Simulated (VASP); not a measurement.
# 1T-PtSe2 monolayer under biaxial strain, part 2 of 7

Aim: strain 1T-PtSe2 monolayer in both directions of its plane and follow energy, thickness and gap.

VASP 6.6.1, plane waves and PAW; the level of theory is named at each step.

So far, gap on the k-mesh (eV): step 2 (relaxing the monolayer) 1.35.

## 4. Vacuum level and density of states

Level of this step: PBE with D3(BJ); plane waves and PAW (Pt, Se) (VASP).

A static run writes the electrostatic potential without exchange and correlation (LVHAR), which is flat in the vacuum and gives the level to count from. The dipole correction cancels the field that unlike faces would set up across the vacuum.

INCAR reads:

```
SYSTEM = PtSe2
PREC = Normal
ENCUT = 350
EDIFF = 1E-06
NELM = 120
ISMEAR = 0
SIGMA = 0.03
LREAL = .FALSE.
ALGO = Fast
GGA = PE
IVDW = 12
NBANDS = 17
LASPH = .TRUE.
LORBIT = 11
LWAVE = .FALSE.
LCHARG = .TRUE.
IDIPOL = 3
LDIPOL = .TRUE.
DIPOL = 0.5 0.5 0.5
LVHAR = .TRUE.
LVACPOTAV = .TRUE.
NEDOS = 1500
LELF = .TRUE.
```

POSCAR reads:

```
PtSe2
1.0
    3.7028369179      0.0000000000      0.0000000000
   -1.8514184590      3.2067508370      0.0000000000
    0.0000000000      0.0000000000     22.0000000000
Pt Se
1 2
Direct
    0.0000000000      0.0000000000      0.5000000000
    0.3333333333      0.6666666667      0.4396979050
    0.6666666667      0.3333333333      0.5603020950
```

KPOINTS reads:

```
Automatic mesh
0
Gamma
9 9 1
0 0 0
```

KPOINTS_OPT reads:

```
Line mode
14
Line-mode
Reciprocal
  0.00000000   0.00000000   0.00000000 GAMMA
  0.50000000   0.00000000   0.00000000 M

  0.50000000   0.00000000   0.00000000 M
  0.33333333   0.33333333   0.00000000 K

  0.33333333   0.33333333   0.00000000 K
  0.00000000   0.00000000   0.00000000 GAMMA
```

Potentials, in the order of the species: Pt and Se (PBE family, release 64).

Run with:

```sh
$ mpirun -np 4 vasp_std
```

What it wrote:

```text
[banner, memory and clock lines left out]
running    4 mpi-ranks, on    1 nodes
 distrk:  each k-point on    4 cores,    1 groups
 distr:  one band on    1 cores,    4 groups

 POSCAR found type information on POSCAR PtSe
 POSCAR found :  2 types and       3 ions
 LDA part: xc-table for (Slater+PW92), standard interpolation
|                                                                             |
|           W    W    AA    RRRRR   N    N  II  N    N   GGGG   !!!           |
|           W    W   A  A   R    R  NN   N  II  NN   N  G    G  !!!           |
|           W    W  A    A  R    R  N N  N  II  N N  N  G       !!!           |
|           W WW W  AAAAAA  RRRRR   N  N N  II  N  N N  G  GGG   !            |
|           WW  WW  A    A  R   R   N   NN  II  N   NN  G    G                |
|           W    W  A    A  R    R  N    N  II  N    N   GGGG   !!!           |
|                                                                             |
|     The number of bands has been changed from the values supplied in        |
|     The orbitals not found in the WAVECAR file will be initialized with     |
|     random numbers, which is usually adequate. For correlated               |
|     calculations, however, you should redo the groundstate calculation.     |
|     I found NBANDS = 17. Now, NBANDS = 20.                                  |
|                                                                             |

 POSCAR, INCAR and KPOINTS ok, starting setup
 FFT: planning ... GRIDC
 FFT: planning ... GRID_SOFT
 FFT: planning ... GRID
 WAVECAR not read
 entering main loop
       N       E                     dE             d eps       ncg     rms          rms(c)
DAV:   1     0.138600537012E+03    0.13860E+03   -0.59999E+03   480   0.589E+02
DAV:   2    -0.150113260697E+01   -0.14010E+03   -0.13198E+03   664   0.140E+02
DAV:   3    -0.149061078340E+02   -0.13405E+02   -0.13292E+02   576   0.514E+01
DAV:   4    -0.151308084628E+02   -0.22470E+00   -0.22448E+00   596   0.766E+00
DAV:   5    -0.151345641686E+02   -0.37557E-02   -0.37555E-02   612   0.963E-01    0.124E+01
RMM:   6    -0.144904543991E+02    0.64411E+00   -0.38391E+00   540   0.955E+00    0.674E+00
RMM:   7    -0.143265914943E+02    0.16386E+00   -0.59134E-01   481   0.407E+00    0.319E+00
RMM:   8    -0.142849173817E+02    0.41674E-01   -0.64785E-02   573   0.156E+00    0.431E-01
RMM:   9    -0.142842984500E+02    0.61893E-03   -0.17439E-02   617   0.698E-01    0.181E-01
RMM:  10    -0.142843816946E+02   -0.83245E-04   -0.15639E-03   640   0.218E-01    0.155E-01
RMM:  11    -0.142846629735E+02   -0.28128E-03   -0.65161E-04   608   0.124E-01    0.174E-01
RMM:  12    -0.142843976112E+02    0.26536E-03   -0.85192E-04   617   0.155E-01    0.118E-01
RMM:  13    -0.142843988334E+02   -0.12222E-05   -0.46716E-05   625   0.371E-02    0.779E-02
RMM:  14    -0.142844128155E+02   -0.13982E-04   -0.15797E-05   619   0.202E-02    0.197E-02
RMM:  15    -0.142844835262E+02   -0.70711E-04   -0.55301E-05   636   0.334E-02    0.105E-01
RMM:  16    -0.142844903155E+02   -0.67893E-05   -0.69503E-06   595   0.130E-02    0.773E-02
RMM:  17    -0.142845113195E+02   -0.21004E-04   -0.10658E-05   636   0.131E-02    0.142E-02
RMM:  18    -0.142845293320E+02   -0.18013E-04   -0.36627E-06   568   0.748E-03    0.226E-03
RMM:  19    -0.142845409966E+02   -0.11665E-04   -0.49712E-07   508   0.291E-03    0.344E-03
RMM:  20    -0.142845482981E+02   -0.73014E-05   -0.33808E-07   481   0.195E-03    0.395E-04
RMM:  21    -0.142845517741E+02   -0.34760E-05   -0.93290E-08   389   0.117E-03    0.173E-03
RMM:  22    -0.142845525133E+02   -0.73921E-06   -0.30272E-08   364   0.103E-03
|                                                                             |
|           W    W    AA    RRRRR   N    N  II  N    N   GGGG   !!!           |
|           W    W   A  A   R    R  NN   N  II  NN   N  G    G  !!!           |
|           W    W  A    A  R    R  N N  N  II  N N  N  G       !!!           |
|           W WW W  AAAAAA  RRRRR   N  N N  II  N  N N  G  GGG   !            |
|           WW  WW  A    A  R   R   N   NN  II  N   NN  G    G                |
|           W    W  A    A  R    R  N    N  II  N    N   GGGG   !!!           |
|                                                                             |
|     Did not find any points to average over, which means that no vacuum     |
|     field-free region was found. Please increase the size of  your cell     |
|     in the dimension of the dipole correction to obtain accurate            |
|     workfunction values.                                                    |
|                                                                             |

   1 F= -.15182755E+02 E0= -.15182755E+02  d E =-.289208E-11
 Start KPOINTS_OPT (optional k-point list driver)
k-point batch [1-12\42]
       N       E                     dE             ncg
DAV:   1    -0.284188159567E+03   -0.27003E+04      488
DAV:   2    -0.187175298900E+04   -0.15876E+04      660
DAV:   3    -0.202784312519E+04   -0.15609E+03      612
DAV:   4    -0.203032372984E+04   -0.24806E+01      560
DAV:   5    -0.203037381809E+04   -0.50088E-01      632
DAV:   6    -0.203037527424E+04   -0.14562E-02      664
DAV:   7    -0.203037529782E+04   -0.23579E-04      656
DAV:   8    -0.203037529833E+04   -0.51261E-06      496
[...]
k-point batch [37-42\42]
       N       E                     dE             ncg
DAV:   1     0.256169904474E+04   -0.55219E+03      240
DAV:   2     0.177155849761E+04   -0.79014E+03      336
DAV:   3     0.168864524434E+04   -0.82913E+02      280
DAV:   4     0.168707309566E+04   -0.15721E+01      276
DAV:   5     0.168703905783E+04   -0.34038E-01      320
DAV:   6     0.168703831470E+04   -0.74313E-03      332
DAV:   7     0.168703830389E+04   -0.10807E-04      316
DAV:   8     0.168703830330E+04   -0.59119E-06      228
```

Elapsed: 21 s, on 4 MPI ranks of AMD EPYC 7R43, shared host; peak memory 0.49 GiB; 79 s of CPU time.

Parts of OUTCAR (step 4):

```text
The static configuration has the point symmetry D_3d.

 Found     12 irreducible k-points:

   k-points           NKPTS =     12   k-points in BZ     NKDIM =     12   number of bands    NBANDS=     20

   NELECT =      22.0000    total number of electrons

 E-fermi :  -2.9284

 k-point     1 :       0.0000    0.0000    0.0000
  band No.  band energies     occupation
    ...
      7      -5.9512      2.00000
      8      -4.3802      2.00000
      9      -3.7515      2.00000
     10      -3.0607      2.00000
     11      -3.0607      2.00000
     12      -0.1028      0.00000
     13      -0.1028      0.00000
     14       1.4414      0.00000
     15       2.1497      0.00000
     16       2.5313      0.00000
    ...

 k-point     2 :       0.1111   -0.0000    0.0000
  band No.  band energies     occupation
    ...
      7      -6.0413      2.00000
      8      -4.7685      2.00000
      9      -3.5321      2.00000
     10      -3.1660      2.00000
     11      -3.0646      2.00000
     12      -0.8919      0.00000
     13      -0.2883      0.00000
     14       1.8651      0.00000
     15       2.3555      0.00000
     16       2.8587      0.00000
    ...

 Edisp (eV)   -0.89820

  Total      -0.00754    -0.00754    -0.08291     0.00000     0.00000     0.00000
  in kB      -0.04623    -0.04623    -0.50851     0.00000     0.00000     0.00000
  external pressure =       -0.20 kB  Pullay stress =        0.00 kB

 POSITION                                       TOTAL-FORCE (eV/Angst)
 -----------------------------------------------------------------------------------
      0.00000      0.00000     11.00000         0.000000      0.000000      0.000000
     -0.00000      2.13783      9.67335        -0.000000     -0.000000     -0.002462
      1.85142      1.06892     12.32665         0.000000      0.000000      0.002462
 -----------------------------------------------------------------------------------
    total drift:                                0.000000      0.000000     -0.000000

  FREE ENERGIE OF THE ION-ELECTRON SYSTEM (eV)
  ---------------------------------------------------
  free  energy   TOTEN  =       -15.1827546521 eV

  energy  without entropy=      -15.1827546521  energy(sigma->0) =      -15.18275465

 vacuum level on the upper side and lower side of the slab         2.584         2.584

[... 9 parts as in an earlier step ...]

[... 5 further parts left out ...]
```

Numbers from this step:

```
Fermi energy                                      : -2.928 eV
least gap on mesh and path                        : 1.340 eV
least direct gap on mesh and path                 : 1.574 eV
vacuum levels                                     : 2.584, 2.584 eV
ionisation potentials of the upper and lower face : 5.640, 5.640 eV
electron affinities of the upper and lower face   : 4.301, 4.301 eV
```

The electronic bands at the labelled points (eV, zero at the valence-band top; v1 is the highest filled band, c1 the lowest empty one):

```csv
point,v4,v3,v2,v1,c1,c2,c3,c4
Γ,-1.32,-0.69,0.00,0.00,2.95,2.95,4.50,5.21
M,-2.32,-1.97,-1.80,-1.49,2.40,2.69,4.65,6.14
K,-2.55,-2.33,-0.99,-0.99,1.76,1.76,6.02,8.09
Γ,-1.32,-0.69,0.00,0.00,2.95,2.95,4.50,5.21
```

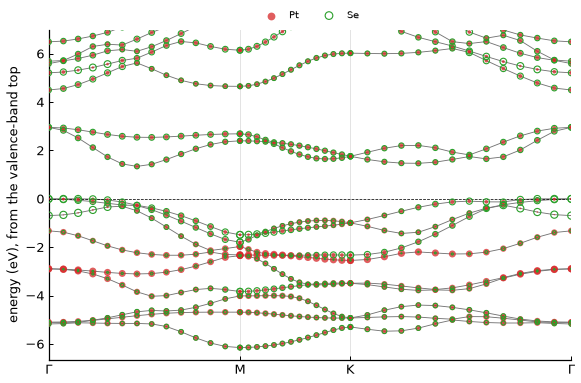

Electronic bands along the path; dots are coloured as in the legend, and their area grows with the weight.

Zero at the Fermi level. The planar average of the electrostatic potential by height:

```csv
height (Å),planar average of the electrostatic potential (eV)
0,5.51
2,5.51
4,5.51
6,5.51
8,5.18
10,-8.01
12,-8.01
14,5.18
16,5.51
18,5.51
20,5.51
```

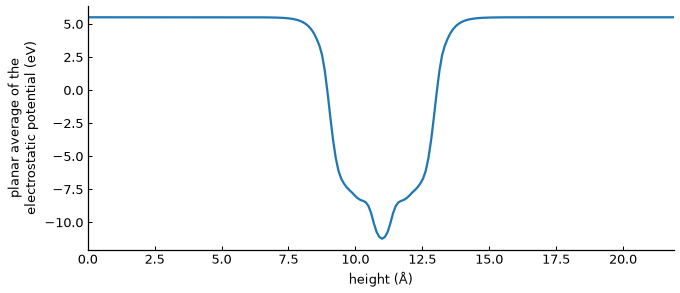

Planar average of the electrostatic potential against height.

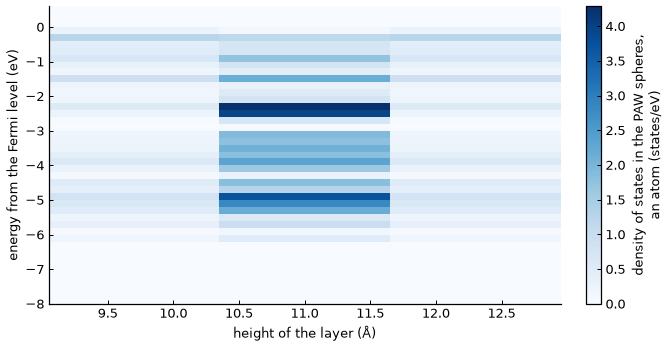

Density of states in the PAW spheres, an atom over height of the layer and energy from the Fermi level.

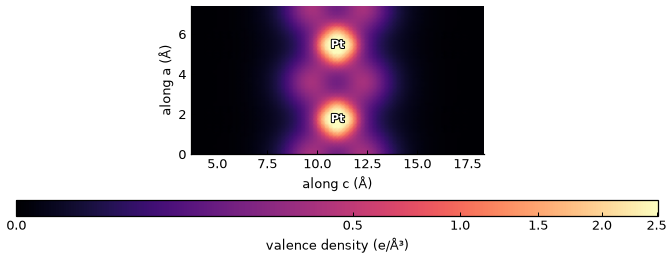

Valence density in the ca plane at fractional y = 0.000, with atoms of Pt within 0.2 Å of it. It is the smooth field of the valence electrons, not physical close to the nuclei. The map starts off the cell's origin, so that atoms lie inside it. The colour scale is stretched toward low values. The far vacuum is left out of the map.

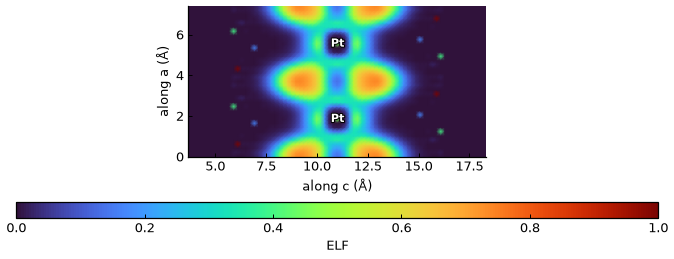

ELF in the ca plane at fractional y = 0.000, with atoms of Pt within 0.2 Å of it. It is the smooth field of the valence electrons, not physical close to the nuclei. The map starts off the cell's origin, so that atoms lie inside it. The far vacuum is left out of the map.

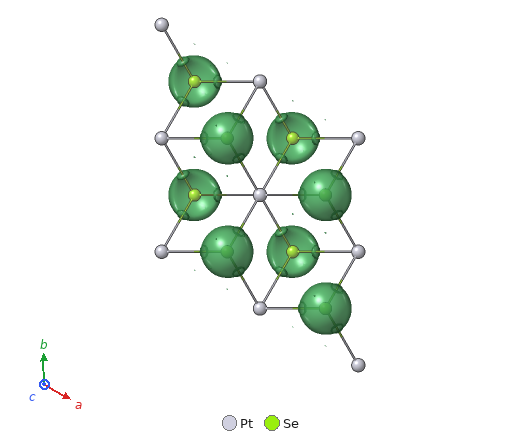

Surface of ELF = 0.85. 2×2×1 cells are drawn.

The map of layer states is cut here 0.5 eV above the Fermi level, so it leaves out the states above that.

The vacuum level lies 5.64 eV above the highest filled level at the upper face; both faces agree, as the slab has next to no dipole.

The program found no field-free point at its default tolerance, but its printed level agrees with the flat part of the planar average.

(Part 2 of 7 ends here.)

[Lines on the potential files, build, host, timing and source positions are cut from VASP's logs without a mark.]

[Logs are printed without paths, hosts, clocks, repeated set-up lines and the standing remarks that a program may print on its own settings, such as how far it seeks lower states.]

[Hosts, paths, dates, database ids (printed as entryN), source tags and the programs' standing remarks are cut or masked in the printed files.]

[Runs that stopped without an error message from VASP are left out.]
